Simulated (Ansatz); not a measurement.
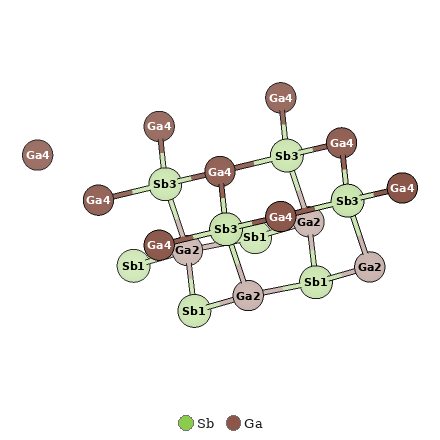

The system is CO on a GaSb(111) slab cut from the F-43m phase, its upper half relaxed before the scan (4 atoms of substrate and one adsorbate in a 1 × 1 cell); the picture shows it without the atoms that are moved over the map. 
- CO (O end down) is moved over the surface cell at a fixed height above a rigid substrate; the origin of the map has the adsorbate above Ga4; the height is held at 3.10 Å.
- Places are given modulo a cell vector. The map is drawn in real space over the plane of the surface.
- Grid: 9 × 9 points; 19 points were computed and 62 follow by symmetry.
- Energies: meV, counted from the lowest grid point.
- With one adsorbate in each 1 × 1 cell, its nearest image is 4.3 Å away, so neighbouring adsorbates interact. At a fixed height the lowest place need not be the adsorption site.
- All numbers below come from DFT PBE+D3(BJ), scalar-relativistic, plane waves, PAW (Ansatz 0.2.0). Settings: cutoff 420 eV, k-mesh 6×6×1, gaussian smearing 0.1 eV, no spin polarisation.

Range: position of O5 along the first surface vector from 0.000 to 0.889; position of O5 along the second surface vector from 0.000 to 0.889.

> What landscape does the calculation give?

The lowest grid point is at a threefold hollow, (3/9, 6/9) of the cell vectors. The highest grid point, the top site over a surface Ga atom, (0/9, 0/9) of the cell vectors, lies 44.7 meV above the lowest. On the interpolated surface the easiest way out of the lowest well to its copy in the next cell or period passes a barrier of about 25 meV.

```tsv
second ↓, first →	0/9	1/9	2/9	3/9	4/9	5/9	6/9	7/9	8/9
8/9	40.4	31.5	19.7	10.8	7.5	10.8	19.7	31.5	40.4
7/9	30.6	19.7	9.0	2.9	2.9	9.0	19.7	30.6	35.4
6/9	20.9	10.8	2.9	0.0	2.9	10.8	20.9	28.4	28.4
5/9	15.3	7.5	2.9	2.9	7.5	15.3	22.8	26.0	22.8
4/9	15.3	10.8	9.0	10.8	15.3	20.7	24.4	24.4	20.7
3/9	20.9	19.7	19.7	20.9	22.8	24.4	25.1	24.4	22.8
2/9	30.6	31.5	30.6	28.4	26.0	24.4	24.4	26.0	28.4
1/9	40.4	40.4	35.4	28.4	22.8	20.7	22.8	28.4	35.4
0/9	44.7	40.4	30.6	20.9	15.3	15.3	20.9	30.6	40.4
```

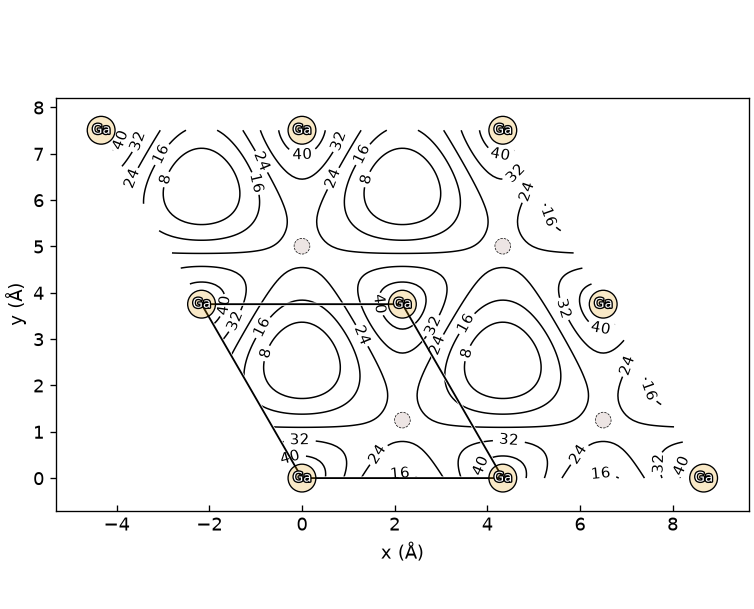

In the figure: contour lines labelled in meV, labelled circles for the atoms of the top layer and small ones for the second layer, the outline of one cell of the 2 × 2 shown. Between grid points the surface is interpolated.

The whole map (19 points run) took 9.5 min on 1 thread of Arm Neoverse V1, with other jobs on the host.

PAW datasets: the set soft_1.
